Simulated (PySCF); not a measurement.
**BH₂F (charge −1): geometry relaxation**

System: BH₂F, charge −1, multiplicity 2, SMILES [BH2-]F.
Method: BP86/def2-SVP, UKS (PySCF 2.14.0).

The geometry comes from this level: GFN2-xTB. Figures and captions count atoms from 1; the log counts them from 0 in places.

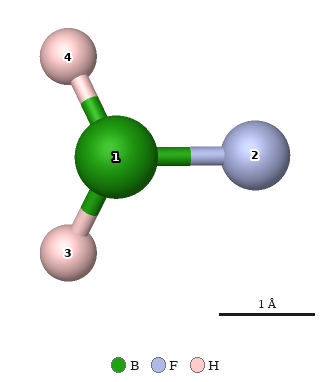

Fig. 1: The starting structure (ball-and-stick view, seen on its broad side; atoms are numbered from 1 in the order of the input).

## Results in brief

- outcome: converged
- total energy: −127.435284 hartree
- basis functions: 38
- ⟨S²⟩: 0.751
- hardware: 1 thread of Arm Neoverse V1, 24 GiB of memory available, shared host
- wall time: 29 s
- peak memory: 0.45 GiB

The record of the run, not the program, notes: dipole of an ion depends on the origin.

## The input (input.py)
```python
from pyscf import gto, dft
from pyscf.geomopt.geometric_solver import kernel as optimise

mol = gto.Mole()
mol.atom = [
    ('B', (-0.086340, 0.304430, 0.102380)),
    ('F', (1.031910, -0.468820, 0.732960)),
    ('H', (-1.140340, -0.333670, 0.256190)),
    ('H', (0.194760, 0.498060, -1.091520)),
]
mol.charge = -1
mol.spin = 1
mol.max_memory = 1860
mol.verbose = 3
mol.basis = 'def2-svp'
mol.build()

myscf = dft.UKS(mol, xc='bp86')
myscf = myscf.density_fit(auxbasis='sto-3g')
myscf.grids.level = 4
myscf.conv_tol = 1e-10
converged, mol_eq = optimise(myscf, maxsteps=60, convergence_set='GAU_TIGHT')
print('converged:', converged)
print(mol_eq.tostring())

myscf.reset(mol_eq)
mol = mol_eq
myscf.kernel()
if not myscf.converged:
    myscf = myscf.newton().run(myscf.mo_coeff, myscf.mo_occ)
energy = myscf.e_tot
print('E = %.10f Eh' % energy)
```

Launched with:
```bash
OMP_NUM_THREADS=1 python input.py
```

## What the program printed
```
#|     Arguments passed to driver run_optimizer():      |#
convergence_set           GAU_TIGHT
customengine              <pyscf.geomopt.geometric_solver.PySCFEngine object>
maxiter                   60
----------------------------------------------------------
Custom engine selected.
Bonds will be generated from interatomic distances less than 1.20 times sum of covalent radii
12 internal coordinates being used (instead of 12 Cartesians)
Internal coordinate system (atoms numbered from 1):
Distance 1-2
Distance 1-3
Distance 1-4
Angle 2-1-3
Angle 2-1-4
Angle 3-1-4
Translation-X 1-4
Translation-Y 1-4
Translation-Z 1-4
Rotation-A 1-4
Rotation-B 1-4
Rotation-C 1-4
<class 'geometric.internal.Distance'> : 3
<class 'geometric.internal.Angle'> : 3
<class 'geometric.internal.TranslationX'> : 1
<class 'geometric.internal.TranslationY'> : 1
<class 'geometric.internal.TranslationZ'> : 1
<class 'geometric.internal.RotationA'> : 1
<class 'geometric.internal.RotationB'> : 1
<class 'geometric.internal.RotationC'> : 1
> ===== Optimization Info: ====
> Job type: Energy minimization
> Maximum number of optimization cycles: 60
> Initial / maximum trust radius (Angstrom): 0.100 / 0.300
> Convergence Criteria:
> Will converge when all 5 criteria are reached:
>  |Delta-E| < 1.00e-06
>  RMS-Grad  < 1.00e-05
>  Max-Grad  < 1.50e-05
>  RMS-Disp  < 4.00e-05
>  Max-Disp  < 6.00e-05
> === End Optimization Info ===

Geometry optimization cycle 1
Cartesian coordinates (Angstrom)
 Atom        New coordinates             dX        dY        dZ
   B  -0.086340   0.304430   0.102380    0.000000  0.000000  0.000000
   F   1.031910  -0.468820   0.732960    0.000000  0.000000  0.000000
   H  -1.140340  -0.333670   0.256190    0.000000  0.000000  0.000000
   H   0.194760   0.498060  -1.091520    0.000000  0.000000  0.000000

WARN: Mole.unit (angstrom) is changed to Bohr

WARN: HOMO -0.158169497253449 >= LUMO -0.158169497253451

converged SCF energy = -127.430058523791  <S^2> = 0.75098065  2S+1 = 2.0009804
--------------- DFUKS_Scanner gradients ---------------
         x                y                z
0 B     0.0155813752    -0.0103536870     0.0090793709
1 F    -0.0040889419     0.0064681649    -0.0000595023
2 H    -0.0215041880    -0.0078603398     0.0113941590
3 H     0.0099953870     0.0117618340    -0.0204195406
----------------------------------------------
cycle 1: E = -127.430058524  dE = -127.43  norm(grad) = 0.042429
Step    0 : Gradient = 2.121e-02/2.560e-02 (rms/max) Energy = -127.4300585238
Hessian Eigenvalues: 5.00000e-02 5.00000e-02 5.00000e-02 ... 2.18535e-01 2.18575e-01 3.25166e-01

Geometry optimization cycle 2
Cartesian coordinates (Angstrom)
 Atom        New coordinates             dX        dY        dZ
   B  -0.098296   0.374631   0.133823   -0.011956  0.070201  0.031443
   F   1.007923  -0.480139   0.702185   -0.023987 -0.011319 -0.030775
   H  -1.054796  -0.321568   0.188095    0.085544  0.012102 -0.068095
   H   0.145852   0.426399  -1.023860   -0.048908 -0.071661  0.067660
converged SCF energy = -127.434670328611  <S^2> = 0.75096928  2S+1 = 2.000969
--------------- DFUKS_Scanner gradients ---------------
         x                y                z
0 B     0.0024769525     0.0003218379     0.0026490088
1 F    -0.0094984742     0.0039101041    -0.0069673998
2 H     0.0050167174    -0.0011914434     0.0006581906
3 H     0.0020165299    -0.0030607293     0.0036891787
----------------------------------------------
cycle 2: E = -127.434670329  dE = -0.0046118  norm(grad) = 0.0148787
Step    1 : Displace = 8.933e-02/1.100e-01 (rms/max) Trust = 1.000e-01 (=) Grad = 7.439e-03/1.241e-02 (rms/max) E (change) = -127.4346703286 (-4.612e-03) Quality = 0.807
Hessian Eigenvalues: 5.00000e-02 5.00000e-02 5.00000e-02 ... 2.18555e-01 2.33426e-01 3.46317e-01

Geometry optimization cycle 3
Cartesian coordinates (Angstrom)
 Atom        New coordinates             dX        dY        dZ
   B  -0.091710   0.356079   0.128702    0.006586 -0.018552 -0.005121
   F   1.034106  -0.483610   0.725277    0.026183 -0.003471  0.023092
   H  -1.072094  -0.310794   0.179522   -0.017298  0.010773 -0.008574
   H   0.130016   0.438315  -1.034265   -0.015835  0.011916 -0.010405
converged SCF energy = -127.435256701846  <S^2> = 0.75097711  2S+1 = 2.0009769
--------------- DFUKS_Scanner gradients ---------------
         x                y                z
0 B     0.0013398445    -0.0020774906     0.0000478528
1 F    -0.0010881697     0.0011847174    -0.0003336011
2 H     0.0007134230     0.0009731313    -0.0006971016
3 H    -0.0009608731    -0.0000805274     0.0010094533
----------------------------------------------
cycle 3: E = -127.435256702  dE = -0.000586373  norm(grad) = 0.00356414
Step    2 : Displace = 2.566e-02/3.542e-02 (rms/max) Trust = 1.414e-01 (+) Grad = 1.782e-03/2.473e-03 (rms/max) E (change) = -127.4352567018 (-5.864e-04) Quality = 0.968
Hessian Eigenvalues: 4.99980e-02 5.00000e-02 5.00000e-02 ... 2.18555e-01 2.38570e-01 3.01222e-01

Geometry optimization cycle 4
Cartesian coordinates (Angstrom)
 Atom        New coordinates             dX        dY        dZ
   B  -0.093696   0.358367   0.127942   -0.001986  0.002288 -0.000761
   F   1.033788  -0.484426   0.723885   -0.000318 -0.000816 -0.001392
   H  -1.074070  -0.313554   0.183328   -0.001976 -0.002759  0.003806
   H   0.134114   0.439621  -1.037031    0.004098  0.001306 -0.002766
converged SCF energy = -127.435278316349  <S^2> = 0.75097871  2S+1 = 2.0009785
--------------- DFUKS_Scanner gradients ---------------
         x                y                z
0 B     0.0012421852    -0.0005001142     0.0009268606
1 F    -0.0007033509     0.0006285439    -0.0002930022
2 H    -0.0004858795    -0.0001973677    -0.0000873132
3 H    -0.0000479039     0.0000674878    -0.0005193963
----------------------------------------------
cycle 4: E = -127.435278316  dE = -2.16145e-05  norm(grad) = 0.00204624
Step    3 : Displace = 4.005e-03/5.156e-03 (rms/max) Trust = 2.000e-01 (+) Grad = 1.023e-03/1.629e-03 (rms/max) E (change) = -127.4352783163 (-2.161e-05) Quality = 1.079
Hessian Eigenvalues: 4.99015e-02 5.00000e-02 5.00000e-02 ... 2.18555e-01 2.81389e-01 3.04760e-01

Geometry optimization cycle 5
Cartesian coordinates (Angstrom)
 Atom        New coordinates             dX        dY        dZ
   B  -0.095206   0.359492   0.126872   -0.001510  0.001125 -0.001070
   F   1.034233  -0.485129   0.723106    0.000445 -0.000703 -0.000779
   H  -1.073570  -0.313836   0.183681    0.000500 -0.000282  0.000353
   H   0.134406   0.439562  -1.037017    0.000291 -0.000059  0.000014
converged SCF energy = -127.435283402524  <S^2> = 0.75097975  2S+1 = 2.0009795
--------------- DFUKS_Scanner gradients ---------------
         x                y                z
0 B     0.0003897286    -0.0001622942     0.0002900813
1 F    -0.0002831691     0.0002236960    -0.0001269572
2 H    -0.0001453240    -0.0000865002     0.0000220688
3 H     0.0000440738     0.0000233700    -0.0001579916
----------------------------------------------
cycle 5: E = -127.435283403  dE = -5.08618e-06  norm(grad) = 0.000682097
Step    4 : Displace = 1.192e-03/1.992e-03 (rms/max) Trust = 2.828e-01 (+) Grad = 3.410e-04/5.122e-04 (rms/max) E (change) = -127.4352834025 (-5.086e-06) Quality = 1.283
Hessian Eigenvalues: 4.90818e-02 5.00000e-02 5.00000e-02 ... 2.18555e-01 2.51537e-01 2.93525e-01

Geometry optimization cycle 6
Cartesian coordinates (Angstrom)
 Atom        New coordinates             dX        dY        dZ
   B  -0.095802   0.359987   0.126258   -0.000596  0.000495 -0.000614
   F   1.034826  -0.485589   0.722443    0.000592 -0.000461 -0.000664
   H  -1.073363  -0.313776   0.183358    0.000207  0.000060 -0.000323
   H   0.133849   0.439582  -1.037247   -0.000556  0.000020 -0.000230
converged SCF energy = -127.43528408361  <S^2> = 0.75098054  2S+1 = 2.0009803
--------------- DFUKS_Scanner gradients ---------------
         x                y                z
0 B     0.0000000351     0.0000036593     0.0000069528
1 F    -0.0000079425     0.0000050998     0.0000102675
2 H     0.0000018475    -0.0000042978     0.0000042845
3 H     0.0000117295    -0.0000064961     0.0000057764
----------------------------------------------
cycle 6: E = -127.435284084  dE = -6.81086e-07  norm(grad) = 2.25751e-05
Step    5 : Displace = 5.371e-04/7.699e-04 (rms/max) Trust = 3.000e-01 (+) Grad = 1.129e-05/1.460e-05 (rms/max) E (change) = -127.4352840836 (-6.811e-07) Quality = 1.019
Hessian Eigenvalues: 4.51405e-02 5.00000e-02 5.00000e-02 ... 2.18555e-01 2.49017e-01 2.94347e-01

Geometry optimization cycle 7
Cartesian coordinates (Angstrom)
 Atom        New coordinates             dX        dY        dZ
   B  -0.095849   0.359999   0.125996   -0.000047  0.000012 -0.000263
   F   1.034955  -0.485661   0.721873    0.000129 -0.000071 -0.000569
   H  -1.073389  -0.313758   0.183234   -0.000027  0.000018 -0.000124
   H   0.133535   0.439715  -1.037540   -0.000314  0.000134 -0.000293
converged SCF energy = -127.435284076547  <S^2> = 0.75098058  2S+1 = 2.0009803
--------------- DFUKS_Scanner gradients ---------------
         x                y                z
0 B    -0.0000129697     0.0000062531    -0.0000042101
1 F     0.0000067555    -0.0000035343     0.0000193810
2 H     0.0000045274     0.0000008030     0.0000018890
3 H     0.0000075876    -0.0000057174     0.0000103264
----------------------------------------------
cycle 7: E = -127.435284077  dE = 7.06294e-09  norm(grad) = 2.96715e-05
Step    6 : Displace = 2.784e-05/4.479e-05 (rms/max) Trust = 3.000e-01 (=) Grad = 1.484e-05/2.083e-05 (rms/max) E (change) = -127.4352840765 (+7.063e-09) Quality = -0.469
Poor-quality step dominated by net translation/rotation detected; will project out net forces and torques past this point.
Hessian Eigenvalues: 1.93418e-03 5.00000e-02 5.00000e-02 ... 2.18555e-01 2.90682e-01 4.42951e-01

Geometry optimization cycle 8
Cartesian coordinates (Angstrom)
 Atom        New coordinates             dX        dY        dZ
   B  -0.095873   0.359997   0.125777   -0.000024 -0.000002 -0.000218
   F   1.035047  -0.485707   0.721370    0.000091 -0.000047 -0.000503
   H  -1.073418  -0.313745   0.183130   -0.000029  0.000014 -0.000103
   H   0.133267   0.439835  -1.037799   -0.000269  0.000120 -0.000259
converged SCF energy = -127.435284072048  <S^2> = 0.75098056  2S+1 = 2.0009803
--------------- DFUKS_Scanner gradients ---------------
         x                y                z
0 B    -0.0000091912     0.0000021534    -0.0000030815
1 F     0.0000078121    -0.0000021979     0.0000212147
2 H     0.0000024376     0.0000022521     0.0000001757
3 H     0.0000050485    -0.0000045457     0.0000091706
----------------------------------------------
cycle 8: E = -127.435284072  dE = 4.49914e-09  norm(grad) = 2.74923e-05
Step    7 : Displace = 1.439e-05/1.555e-05 (rms/max) Trust = 1.392e-05 (-) Grad = 1.006e-05/1.373e-05 (rms/max) E (change) = -127.4352840720 (+4.499e-09) Quality = -0.183
Hessian Eigenvalues: 3.35340e-02 5.00000e-02 5.00000e-02 ... 2.18558e-01 2.81426e-01 3.87078e-01

Geometry optimization cycle 9
Cartesian coordinates (Angstrom)
 Atom        New coordinates             dX        dY        dZ
   B  -0.095867   0.359994   0.125778    0.000007 -0.000003  0.000001
   F   1.035048  -0.485709   0.721355    0.000001 -0.000001 -0.000015
   H  -1.073413  -0.313749   0.183148    0.000005 -0.000004  0.000018
   H   0.133254   0.439843  -1.037804   -0.000013  0.000008 -0.000005
converged SCF energy = -127.435284072383  <S^2> = 0.75098057  2S+1 = 2.0009803
--------------- DFUKS_Scanner gradients ---------------
         x                y                z
0 B    -0.0000076641     0.0000023036    -0.0000034650
1 F     0.0000059734    -0.0000018860     0.0000209967
2 H     0.0000025700     0.0000012410     0.0000011758
3 H     0.0000052365    -0.0000040040     0.0000087767
----------------------------------------------
cycle 9: E = -127.435284072  dE = -3.35461e-10  norm(grad) = 2.61947e-05
```

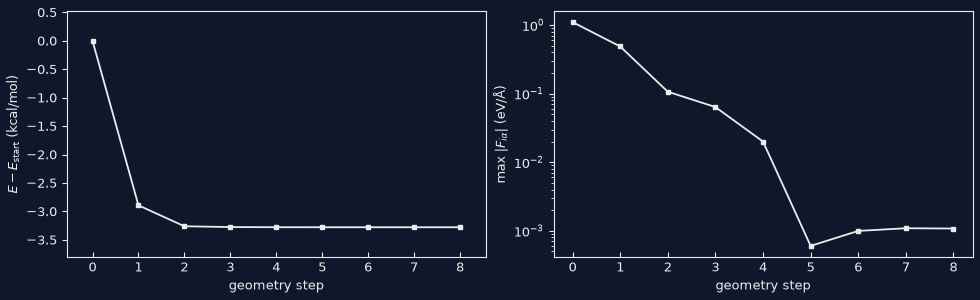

Fig. 2: Progress of the relaxation, step by step (steps are counted from 0).

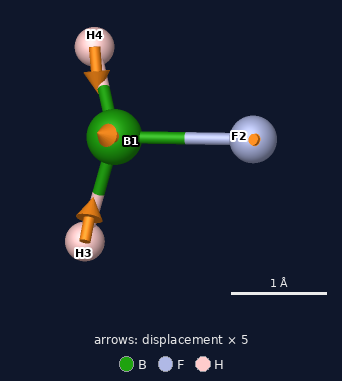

Fig. 3: The starting structure with the displacements as orange arrows, magnified 5 times (ball-and-stick view, seen at a tilt). The two geometries are laid on each other by the best rigid fit. The energy falls by 3.28 kcal/mol in 8 geometry steps. Largest force component: 1.1 eV/Å at the start, 0.0011 eV/Å at the end. The largest moves after the best rigid fit, 0.10 Å, are those of H3 and H4. Largest moves by element: H 0.10 Å, B 0.06 Å, F 0.02 Å. Among the contacts that change: B1–H3 1.242 → 1.189 Å, B1–F2 1.499 → 1.533 Å. Among the angles that change: H3–B1–H4 113.0° → 104.1°, F2–B1–H3 108.4° → 106.0°. (Atoms are counted from 1 in the order of the input.)

```
Step    8 : Displace = 6.892e-06/8.487e-06 (rms/max) Trust = 6.960e-06 (-) Grad = 8.936e-06/1.255e-05 (rms/max) E (change) = -127.4352840724 (-3.355e-10) Quality = 0.526
Hessian Eigenvalues: 3.35340e-02 5.00000e-02 5.00000e-02 ... 2.18558e-01 2.81426e-01 3.87078e-01
Converged! =D

converged: True
B          -0.09586650        0.35999387        0.12577784
F           1.03504762       -0.48570862        0.72135537
H          -1.07341305       -0.31374855        0.18314824
H           0.13325368        0.43984316       -1.03780356

WARN: HOMO -0.172544234136636 >= LUMO -0.172544234136635

converged SCF energy = -127.435284072384  <S^2> = 0.75098057  2S+1 = 2.0009803
E = -127.4352840724 Eh
```

## Trajectory as extended XYZ (Å, eV, eV/Å), 9 frames, from step=0 to step=8
```
4
Properties=species:S:1:pos:R:3:forces:R:3 step=0 energy=-3467.54854
B    -0.0863    0.3044    0.1024   -0.8012   0.5324  -0.4669
F     1.0319   -0.4688    0.7330    0.2103  -0.3326   0.0031
H    -1.1403   -0.3337    0.2562    1.1058   0.4042  -0.5859
H     0.1948    0.4981   -1.0915   -0.5140  -0.6048   1.0500
4
Properties=species:S:1:pos:R:3:forces:R:3 step=1 energy=-3467.67404
B    -0.0983    0.3746    0.1338   -0.1274  -0.0165  -0.1362
F     1.0079   -0.4801    0.7022    0.4884  -0.2011   0.3583
H    -1.0548   -0.3216    0.1881   -0.2580   0.0613  -0.0338
H     0.1459    0.4264   -1.0239   -0.1037   0.1574  -0.1897
4
Properties=species:S:1:pos:R:3:forces:R:3 step=2 energy=-3467.68999
B    -0.0917    0.3561    0.1287   -0.0689   0.1068  -0.0025
F     1.0341   -0.4836    0.7253    0.0560  -0.0609   0.0172
H    -1.0721   -0.3108    0.1795   -0.0367  -0.0500   0.0358
H     0.1300    0.4383   -1.0343    0.0494   0.0041  -0.0519
4
Properties=species:S:1:pos:R:3:forces:R:3 step=3 energy=-3467.69058
B    -0.0937    0.3584    0.1279   -0.0639   0.0257  -0.0477
F     1.0338   -0.4844    0.7239    0.0362  -0.0323   0.0151
H    -1.0741   -0.3136    0.1833    0.0250   0.0101   0.0045
H     0.1341    0.4396   -1.0370    0.0025  -0.0035   0.0267
4
Properties=species:S:1:pos:R:3:forces:R:3 step=4 energy=-3467.69072
B    -0.0952    0.3595    0.1269   -0.0200   0.0083  -0.0149
F     1.0342   -0.4851    0.7231    0.0146  -0.0115   0.0065
H    -1.0736   -0.3138    0.1837    0.0075   0.0044  -0.0011
H     0.1344    0.4396   -1.0370   -0.0023  -0.0012   0.0081
4
Properties=species:S:1:pos:R:3:forces:R:3 step=5 energy=-3467.69074
B    -0.0958    0.3600    0.1263    0.0000  -0.0002  -0.0004
F     1.0348   -0.4856    0.7224    0.0004  -0.0003  -0.0005
H    -1.0734   -0.3138    0.1834   -0.0001   0.0002  -0.0002
H     0.1338    0.4396   -1.0372   -0.0006   0.0003  -0.0003
4
Properties=species:S:1:pos:R:3:forces:R:3 step=6 energy=-3467.69074
B    -0.0958    0.3600    0.1260    0.0007  -0.0003   0.0002
F     1.0350   -0.4857    0.7219   -0.0003   0.0002  -0.0010
H    -1.0734   -0.3138    0.1832   -0.0002   0.0000  -0.0001
H     0.1335    0.4397   -1.0375   -0.0004   0.0003  -0.0005
4
Properties=species:S:1:pos:R:3:forces:R:3 step=7 energy=-3467.69074
B    -0.0959    0.3600    0.1258    0.0005  -0.0001   0.0002
F     1.0350   -0.4857    0.7214   -0.0004   0.0001  -0.0011
H    -1.0734   -0.3137    0.1831   -0.0001  -0.0001   0.0000
H     0.1333    0.4398   -1.0378   -0.0003   0.0002  -0.0005
4
Properties=species:S:1:pos:R:3:forces:R:3 step=8 energy=-3467.69074
B    -0.0959    0.3600    0.1258    0.0004  -0.0001   0.0002
F     1.0350   -0.4857    0.7214   -0.0003   0.0001  -0.0011
H    -1.0734   -0.3137    0.1831   -0.0001  -0.0001  -0.0001
H     0.1333    0.4398   -1.0378   -0.0003   0.0002  -0.0005
```
